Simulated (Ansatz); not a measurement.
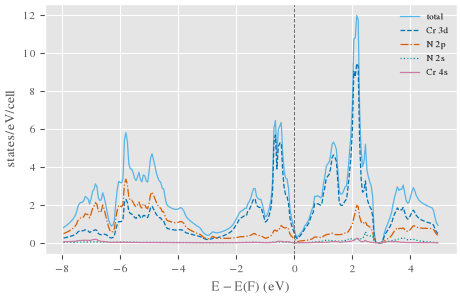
*Total and projected density of states of CrN in space group R-3m (No. 166; Cr on 3a, N on 3b), plane-wave PAW PBEsol (Ansatz code)*

Question: Which orbitals carry the states next to the Fermi level?

Answer: Within 0.5 eV of the Fermi level: Cr 3d 79 %, N 2p 19 %. Projections are on Löwdin-orthogonalised atomic valence shells; empty p or d shells of many metals are not among them.

Question: Where is the tallest occupied peak in this window, and what makes it?

Answer: Near -0.6 eV, about 6.4 states/eV per cell; the largest projected share is Cr 3d.

The workflow started from a Materials Project entry (that database holds measured and hypothetical structures alike); the Crystallography Open Database copy checked does not list it. COD files the formula under space group No. 225. Whether it is the stable phase at ambient conditions was not checked. Symmetry was held in the PBEsol relaxation, as lowered by the spin order; whether a distortion lowers the energy is not shown. Spin order of the final state: antiferromagnetic, chosen from 5 collinear starts compared on coarse meshes (ties went to the first, and starts can fall back to one state), not a proven ground state. No Hubbard U is applied.

Potentials: the later of the program's two PAW sets.
